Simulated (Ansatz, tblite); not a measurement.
**B(IMe)F3 (C₅H₈BF₃N₂): one state, many levels**

Aim: run the singlet of B(IMe)F3 (C₅H₈BF₃N₂) at one geometry on many levels, and compare frontier levels, spin and run time.

The runs use Ansatz 0.2.0, Gaussian basis; as each input shows.

The runs, in order: GFN1-xTB, GFN2-xTB, PBE-D4/def2-TZVP, r2SCAN-D4/def2-TZVP, B2PLYP/def2-TZVP, HSE06-D4/def2-TZVP, PBE-D4/def2-SVP, PBE0-D4/def2-SVP, HF/STO-3G, MP2/def2-SVP.

2 further runs of the same task are left out: 2 set aside as unsound or not needed. Runs told in other sessions of the task aren't counted.

## (1) The relaxed structure

The singlet was relaxed beforehand with PBE-D4/def2-SVP.

19 atoms, charge 0, spin multiplicity 1.

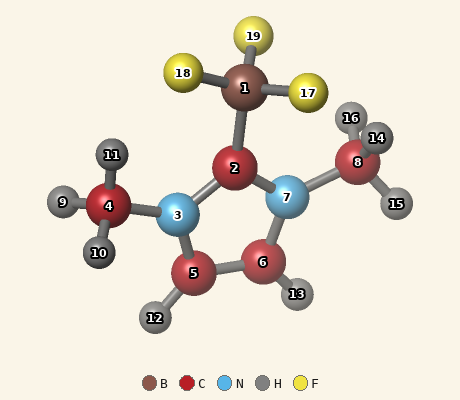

The geometry (boron brown, carbon red, nitrogen blue, hydrogen grey, fluorine yellow); atoms are numbered from 1 in the order of the file.

PBE0-D4/def2-TZVP was run before; its log isn't repeated, and its numbers join the tables.

## (2) GFN1-xTB

Tight binding, by tblite at 300 K electronic temperature and without a spin-polarisation term:

```python
tblite.interface.Calculator('GFN1-xTB', numbers, positions, charge=0, uhf=0).singlepoint()
```

Energy -1040.3609 eV, HOMO -12.01 eV, LUMO -7.62 eV; 0.01 s.

## (3) GFN2-xTB

Tight binding, by tblite at 300 K electronic temperature and without a spin-polarisation term:

```python
tblite.interface.Calculator('GFN2-xTB', numbers, positions, charge=0, uhf=0).singlepoint()
```

Energy -985.9708 eV, HOMO -11.29 eV, LUMO -7.03 eV; 0.008 s.

## (4) PBE-D4/def2-TZVP

start.molden holds the orbitals of an earlier run on this state, given as this run's starting guess.

Contents of in.yaml:

```yaml
crystal:
  periodic: [false, false, false]
  atoms:
    - {symbol: B, position_ang: [0.126584, -0.069586, -1.982096]}
    - {symbol: C, position_ang: [0.049522, 0.040806, -0.317931]}
    - {symbol: N, position_ang: [-0.171436, 1.098623, 0.504174]}
    - {symbol: C, position_ang: [-0.335585, 2.483111, 0.068700]}
    - {symbol: C, position_ang: [-0.219878, 0.683311, 1.826923]}
    - {symbol: C, position_ang: [-0.024048, -0.674805, 1.819409]}
    - {symbol: N, position_ang: [0.140057, -1.043521, 0.495780]}
    - {symbol: C, position_ang: [0.333054, -2.405647, 0.004377]}
    - {symbol: H, position_ang: [-1.335735, 2.853792, 0.367056]}
    - {symbol: H, position_ang: [0.444045, 3.117789, 0.533380]}
    - {symbol: H, position_ang: [-0.237257, 2.503581, -1.030598]}
    - {symbol: H, position_ang: [-0.378133, 1.381779, 2.653808]}
    - {symbol: H, position_ang: [0.017206, -1.397786, 2.639498]}
    - {symbol: H, position_ang: [1.053918, -2.370873, -0.831841]}
    - {symbol: H, position_ang: [0.718666, -3.035841, 0.825840]}
    - {symbol: H, position_ang: [-0.624704, -2.811140, -0.373727]}
    - {symbol: F, position_ang: [1.348642, -0.697350, -2.289393]}
    - {symbol: F, position_ang: [0.056468, 1.212181, -2.552118]}
    - {symbol: F, position_ang: [-0.961376, -0.868403, -2.361249]}
basis:
  gaussian: {orbitals: def2-TZVP, initial_orbitals: start.molden}
hamiltonian: {xc: pbe, dispersion: d4}
scf: {omitted_lower_state_checks: [starts]}
output: {orbitals: {seedname: orbitals}}
```

Run with:

```
$ ansatz run in.yaml --threads 4 --pin off --events-out ev --progress --plain --max-ram 6963MiB
```

Log:

```text
Functional definition: PBE
  name "PBE"
  cite "Perdew, Burke & Ernzerhof, Phys. Rev. Lett. 77, 3865 (1996) doi:10.1103/PhysRevLett.77.3865"
  parent pbe
  parameter kappa = 0.804
  parameter beta = 0.06672455060314922
  exchange = pbe_x(kappa = kappa, mu = beta*pi^2/3)
  correlation = pbe_c(beta = beta)
these checks for a lower state are left out or cut short: starts
2199 factors; their error is unknown
mean field evaluation 1: about -17114.9121 eV, gradient 1.5e1 eV
mean field evaluation 2: about -17115.1484 eV, gradient 2.5e-1 eV
mean field evaluation 4: about -17115.0886 eV, gradient 1.1e-3 eV
mean field -17115.08864010 eV, -628.9679065000 hartree, gradient 2.3e-5 eV, S^2 0.000000; 0 other end points of the search recorded, 0 dependent functions left out
reference -17115.08869467 eV, -628.9679085053 hartree; 42, 42 occupied and 347, 347 virtual orbitals, 2199 factors
Total energy: -17115.61379916 eV, -628.9872057394 hartree
Checks for a lower state left out: starts
```

Run time: 6.5 s. Hardware: 4 threads of Arm Neoverse V2, shared host; peak memory 0.79 GiB.

Report: HOMO -6.67 eV, LUMO -1.48 eV.

## (5) r2SCAN-D4/def2-TZVP

Edit in.yaml of step 4 so:

```diff
@@ -24,3 +24,3 @@
   gaussian: {orbitals: def2-TZVP, initial_orbitals: start.molden}
-hamiltonian: {xc: pbe, dispersion: d4}
+hamiltonian: {xc: r2scan, dispersion: d4}
 scf: {omitted_lower_state_checks: [starts]}
```

Same command.

Log:

```text
Functional definition: r2SCAN
  name "r2SCAN"
  cite "Furness, Kaplan, Ning, Perdew & Sun, J. Phys. Chem. Lett. 11, 8208 (2020) doi:10.1021/acs.jpclett.0c02405"
  cite "Furness, Kaplan, Ning, Perdew & Sun, J. Phys. Chem. Lett. 11, 9248 (2020) doi:10.1021/acs.jpclett.0c03077"
  parent r2scan
  parameter k0 = 0.174
  parameter k1 = 0.065
  parameter a1 = 4.9479
  exchange = r2scan_x(k0 = k0, k1 = k1, a1 = a1)
  correlation = r2scan_c
these checks for a lower state are left out or cut short: starts
2199 factors; their error is unknown
mean field evaluation 1: about -17125.8397 eV, gradient 7.2e0 eV
mean field evaluation 2: about -17125.9105 eV, gradient 7.7e-2 eV
mean field evaluation 4: about -17125.8709 eV, gradient 6.0e-4 eV
mean field -17125.87093768 eV, -629.3641486275 hartree, gradient 1.4e-5 eV, S^2 0.000000; 0 other end points of the search recorded, 0 dependent functions left out
reference -17125.87095396 eV, -629.3641492256 hartree; 42, 42 occupied and 347, 347 virtual orbitals, 2199 factors
Total energy: -17126.01657882 eV, -629.3695008405 hartree
Checks for a lower state left out: starts
```

It took 12 s on 4 threads of Arm Neoverse V2, shared host; peak memory 0.84 GiB.

Report: HOMO -6.86 eV, LUMO -1.30 eV.

## (6) B2PLYP/def2-TZVP

Edit in.yaml of step 5 so:

```diff
@@ -24,4 +24,3 @@
   gaussian: {orbitals: def2-TZVP, initial_orbitals: start.molden}
-hamiltonian: {xc: r2scan, dispersion: d4}
+hamiltonian: {xc: {name: B2PLYP}}
 scf: {omitted_lower_state_checks: [starts]}
-output: {orbitals: {seedname: orbitals}}
```

Launched as before.

Log:

```text
Functional definition: B2PLYP
  name "B2PLYP"
  cite "Grimme, J. Chem. Phys. 124, 034108 (2006) doi:10.1063/1.2148954"
  cite "Becke, Phys. Rev. A 38, 3098 (1988) doi:10.1103/PhysRevA.38.3098"
  cite "Lee, Yang & Parr, Phys. Rev. B 37, 785 (1988) doi:10.1103/PhysRevB.37.785"
  parameter a = 0.53
  parameter c = 0.27
  exchange = (1 - a)*b88_x + a*exact_x
  correlation = (1 - c)*lyp_c + c*(mp2_os + mp2_ss)
these checks for a lower state are left out or cut short: starts
2620 factors; integrals over basis functions are off by at most 1.3e-3 eV
mean field evaluation 1: about -17103.5506 eV, gradient 1.3e1 eV
mean field evaluation 2: about -17103.7906 eV, gradient 2.8e-1 eV
mean field evaluation 4: about -17104.0627 eV, gradient 1.8e-3 eV
mean field evaluation 8: about -17104.0627 eV, gradient 1.8e-6 eV
mean field -17104.06274686 eV, -628.5627123969 hartree, gradient 1.7e-6 eV, S^2 0.000000; 0 other end points of the search recorded, 0 dependent functions left out
11 core orbitals not correlated: weight in the atoms' cores, before any rotation towards them, 1.000 or more for the frozen orbitals, at most 0.000 for the correlated occupied ones
reference -17104.06295590 eV, -628.5627200789 hartree; 31, 31 occupied and 347, 347 virtual orbitals, 2620 factors
second order -67.35929635 eV of doubles, -0.00000000 eV of singles
Total energy: -17122.24996591 eV, -629.2310803694 hartree
Checks for a lower state left out: starts
```

Run time: 23 s. Hardware: 4 threads of Arm Neoverse V2, shared host; peak memory 2 GiB.

## (7) HSE06-D4/def2-TZVP

Edit in.yaml of step 6 so:

```diff
@@ -24,3 +24,4 @@
   gaussian: {orbitals: def2-TZVP, initial_orbitals: start.molden}
-hamiltonian: {xc: {name: B2PLYP}}
+hamiltonian: {xc: hse06, dispersion: d4}
 scf: {omitted_lower_state_checks: [starts]}
+output: {orbitals: {seedname: orbitals}}
```

Same command.

Log:

```text
Functional definition: HSE06
  name "HSE06"
  cite "Heyd, Scuseria & Ernzerhof, J. Chem. Phys. 118, 8207 (2003) doi:10.1063/1.1564060"
  cite "Krukau, Vydrov, Izmaylov & Scuseria, J. Chem. Phys. 125, 224106 (2006) doi:10.1063/1.2404663"
  cite "Heyd & Scuseria, J. Chem. Phys. 120, 7274 (2004) doi:10.1063/1.1668634"
  cite "Ernzerhof & Perdew, J. Chem. Phys. 109, 3313 (1998) doi:10.1063/1.476928"
  cite "Perdew, Burke & Ernzerhof, Phys. Rev. Lett. 77, 3865 (1996) doi:10.1103/PhysRevLett.77.3865"
  parent pbe
  parameter a = 0.25
  parameter omega = 0.11/bohr
  # The whole range is PBE's own exchange, as in plane waves. The composition of these papers is wPBEh.
  exchange = pbe_x - a*pbe_x_sr(omega) + a*exact_x_sr(omega)
  correlation = pbe_c
these checks for a lower state are left out or cut short: starts
2199 factors; their error is unknown
145 factors; integrals over basis functions are off by at most 2.3e-7 eV
mean field evaluation 1: about -17115.0130 eV, gradient 8.0e-1 eV
mean field evaluation 2: about -17115.0139 eV, gradient 7.7e-4 eV
mean field evaluation 4: about -17115.0369 eV, gradient 4.1e-4 eV
mean field -17115.03686706 eV, -628.9660038759 hartree, gradient 2.1e-5 eV, S^2 0.000000; 0 other end points of the search recorded, 0 dependent functions left out
reference -17115.03692050 eV, -628.9660058396 hartree; 42, 42 occupied and 347, 347 virtual orbitals, 2199 factors
Total energy: -17115.45140345 eV, -628.9812378072 hartree
Checks for a lower state left out: starts
```

Run time: 12 s. Hardware: 4 threads of Arm Neoverse V2, shared host; peak memory 1.9 GiB.

HOMO -7.38 eV, LUMO -0.88 eV.

## (8) PBE-D4/def2-SVP

Edit in.yaml of step 7 so:

```diff
@@ -23,4 +23,4 @@
 basis:
-  gaussian: {orbitals: def2-TZVP, initial_orbitals: start.molden}
-hamiltonian: {xc: hse06, dispersion: d4}
+  gaussian: {orbitals: def2-SVP, initial_orbitals: start.molden}
+hamiltonian: {xc: pbe, dispersion: d4}
 scf: {omitted_lower_state_checks: [starts]}
```

Same command.

Log:

```text
Functional definition: PBE
  name "PBE"
  cite "Perdew, Burke & Ernzerhof, Phys. Rev. Lett. 77, 3865 (1996) doi:10.1103/PhysRevLett.77.3865"
  parent pbe
  parameter kappa = 0.804
  parameter beta = 0.06672455060314922
  exchange = pbe_x(kappa = kappa, mu = beta*pi^2/3)
  correlation = pbe_c(beta = beta)
these checks for a lower state are left out or cut short: starts
2196 factors; their error is unknown
mean field evaluation 1: about -17095.3259 eV, gradient 1.3e1 eV
mean field evaluation 2: about -17095.7578 eV, gradient 3.1e-1 eV
mean field evaluation 4: about -17095.6308 eV, gradient 8.9e-4 eV
mean field -17095.63083922 eV, -628.2528455065 hartree, gradient 1.1e-5 eV, S^2 0.000000; 0 other end points of the search recorded, 0 dependent functions left out
reference -17095.63088399 eV, -628.2528471518 hartree; 42, 42 occupied and 152, 152 virtual orbitals, 2196 factors
Total energy: -17096.15598848 eV, -628.2721443859 hartree
Checks for a lower state left out: starts
```

Run time: 2.7 s. Hardware: 4 threads of Arm Neoverse V2, shared host.

HOMO -6.56 eV, LUMO -1.31 eV.

## (9) PBE0-D4/def2-SVP

Edit in.yaml of step 8 so:

```diff
@@ -24,3 +24,3 @@
   gaussian: {orbitals: def2-SVP, initial_orbitals: start.molden}
-hamiltonian: {xc: pbe, dispersion: d4}
+hamiltonian: {xc: pbe0, dispersion: d4}
 scf: {omitted_lower_state_checks: [starts]}
```

Launched as before.

Log:

```text
Functional definition: PBE0
  name "PBE0"
  cite "Adamo & Barone, J. Chem. Phys. 110, 6158 (1999) doi:10.1063/1.478522"
  cite "Perdew, Burke & Ernzerhof, Phys. Rev. Lett. 77, 3865 (1996) doi:10.1103/PhysRevLett.77.3865"
  parent pbe
  parameter a = 0.25
  parameter kappa = 0.804
  parameter beta = 0.06672455060314922
  exchange = (1 - a)*pbe_x(kappa = kappa, mu = beta*pi^2/3) + a*exact_x
  correlation = pbe_c(beta = beta)
these checks for a lower state are left out or cut short: starts
2196 factors; their error is unknown
mean field evaluation 1: about -17096.2780 eV, gradient 1.2e1 eV
mean field evaluation 2: about -17096.5630 eV, gradient 2.0e-1 eV
mean field evaluation 4: about -17096.5491 eV, gradient 3.6e-4 eV
mean field -17096.54912576 eV, -628.2865919144 hartree, gradient 1.5e-5 eV, S^2 0.000000; 0 other end points of the search recorded, 0 dependent functions left out
reference -17096.54915998 eV, -628.2865931719 hartree; 42, 42 occupied and 152, 152 virtual orbitals, 2196 factors
Total energy: -17096.99638748 eV, -628.3030284796 hartree
Checks for a lower state left out: starts
```

It took 4.2 s on 4 threads of Arm Neoverse V2, shared host; peak memory 0.79 GiB.

From the report: HOMO -7.76 eV, LUMO -0.36 eV.

## (10) HF/STO-3G

Edit in.yaml of step 9 so:

```diff
@@ -23,4 +23,4 @@
 basis:
-  gaussian: {orbitals: def2-SVP, initial_orbitals: start.molden}
-hamiltonian: {xc: pbe0, dispersion: d4}
+  gaussian: {orbitals: STO-3G}
+hamiltonian: {xc: hf}
 scf: {omitted_lower_state_checks: [starts]}
```

Same command.

Log:

```text
Functional definition: HF
  name "HF"
  cite "Fock, Z. Phys. 61, 126 (1930) doi:10.1007/BF01340294"
  parent pbe
  exchange = exact_x
  correlation = 0
these checks for a lower state are left out or cut short: starts
905 factors; integrals over basis functions are off by at most 9.3e-5 eV
mean field evaluation 1: about -16805.3706 eV, gradient 3.6e1 eV
mean field evaluation 2: about -16805.9320 eV, gradient 3.6e1 eV
mean field evaluation 4: about -16811.0037 eV, gradient 2.7e0 eV
mean field evaluation 8: about -16811.0363 eV, gradient 1.0e-1 eV
mean field -16811.03637691 eV, -617.7941919219 hartree, gradient 2.5e-5 eV, S^2 0.000000; 0 other end points of the search recorded, 0 dependent functions left out
reference -16811.03637691 eV, -617.7941919219 hartree; 42, 42 occupied and 21, 21 virtual orbitals, 905 factors
Total energy: -16811.03637691 eV, -617.7941919219 hartree
Checks for a lower state left out: starts
```

It took 0.35 s on 4 threads of Arm Neoverse V2, shared host.

HOMO -8.36 eV, LUMO 6.92 eV.

## (11) MP2/def2-SVP

Edit in.yaml of step 10 so:

```diff
@@ -23,4 +23,4 @@
 basis:
-  gaussian: {orbitals: STO-3G}
-hamiltonian: {xc: hf}
+  gaussian: {orbitals: def2-SVP, initial_orbitals: start.molden}
+correlation: {method: mp2}
 scf: {omitted_lower_state_checks: [starts]}
```

Launched as before.

Log:

```text
Functional definition: HF
  name "HF"
  cite "Fock, Z. Phys. 61, 126 (1930) doi:10.1007/BF01340294"
  parent pbe
  exchange = exact_x
  correlation = 0
these checks for a lower state are left out or cut short: starts
1958 factors; integrals over basis functions are off by at most 1.6e-3 eV
mean field evaluation 1: about -17021.5463 eV, gradient 3.2e1 eV
mean field evaluation 2: about -17023.2256 eV, gradient 1.5e0 eV
mean field evaluation 4: about -17023.5843 eV, gradient 8.6e-1 eV
mean field evaluation 8: about -17023.5858 eV, gradient 7.2e-5 eV
mean field -17023.58582966 eV, -625.6052402390 hartree, gradient 1.5e-6 eV, S^2 0.000000; 0 other end points of the search recorded, 0 dependent functions left out
11 core orbitals not correlated: weight in the atoms' cores, before any rotation towards them, 1.000 or more for the frozen orbitals, at most 0.000 for the correlated occupied ones
reference -17023.58582966 eV, -625.6052402390 hartree; 31, 31 occupied and 152, 152 virtual orbitals, 1958 factors
second order -44.74753536 eV of doubles, -0.00000000 eV of singles
Total energy: -17068.33336502 eV, -627.2496818325 hartree
Checks for a lower state left out: starts
```

It took 3.4 s on 4 threads of Arm Neoverse V2, shared host.

Hartree-Fock HOMO -9.99 eV, LUMO 3.61 eV.

## (12) Levels side by side

| level | functions | HOMO (eV) | LUMO (eV) | gap (eV) | time |
| --- | --- | --- | --- | --- | --- |
| HF/STO-3G | 63 | -8.36 | 6.92 | 15.27 | 0.35 s |
| PBE-D4/def2-SVP | 194 | -6.56 | -1.31 | 5.25 | 2.7 s |
| PBE-D4/def2-TZVP | 389 | -6.67 | -1.48 | 5.19 | 6.5 s |
| r2SCAN-D4/def2-TZVP | 389 | -6.86 | -1.30 | 5.56 | 12 s |
| PBE0-D4/def2-SVP | 194 | -7.76 | -0.36 | 7.40 | 4.2 s |
| PBE0-D4/def2-TZVP | 389 | -7.78 | -0.50 | 7.28 | 18 s |
| HSE06-D4/def2-TZVP | 389 | -7.38 | -0.88 | 6.50 | 12 s |

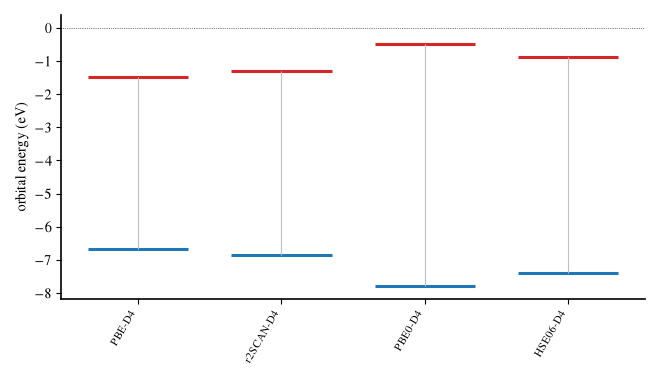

Highest filled (blue) and lowest empty (red) level in def2-TZVP.

Energy pieces by basis (eV):

| basis | HF | MP2 correlation | total |
| --- | --- | --- | --- |
| def2-SVP | -17023.5858 | -44.7475 | -17068.3334 (MP2) |

## (13) Binding energy

Free atoms were run apart at each level; binding is atoms less cluster, divided by the number of atoms, without zero-point or spin-orbit terms.

| level | binding an atom (eV) |
| --- | --- |
| HF/STO-3G | 3.613 |
| HF/def2-SVP | 3.379 |
| PBE-D4/def2-SVP | 4.859 |
| PBE-D4/def2-TZVP | 4.767 |
| r2SCAN-D4/def2-TZVP | 4.617 |
| PBE0-D4/def2-SVP | 4.730 |
| PBE0-D4/def2-TZVP | 4.644 |
| HSE06-D4/def2-TZVP | 4.648 |
| MP2/def2-SVP | 4.530 |

## (14) Results

```
                                                 quantity                                 value
gap in def2-TZVP, named functionals, smallest and largest   5.19 eV (PBE-D4), 7.28 eV (PBE0-D4)
                         correlation energy, MP2/def2-SVP                             -44.75 eV
                binding an atom, functionals in def2-TZVP  4.62 (r2SCAN-D4) to 4.77 eV (PBE-D4)
          PBE0 total energy, smallest basis above largest        19.31 eV (def2-SVP, def2-TZVP)
```

Orbital gaps of the named functionals in def2-TZVP span 5.19 eV (PBE-D4) to 7.28 eV (PBE0-D4); exact exchange widens it.

The slowest run with a step of its own, B2PLYP/def2-TZVP, took 23 s; the quickest functional in def2-TZVP took 6.5 s (shared host).
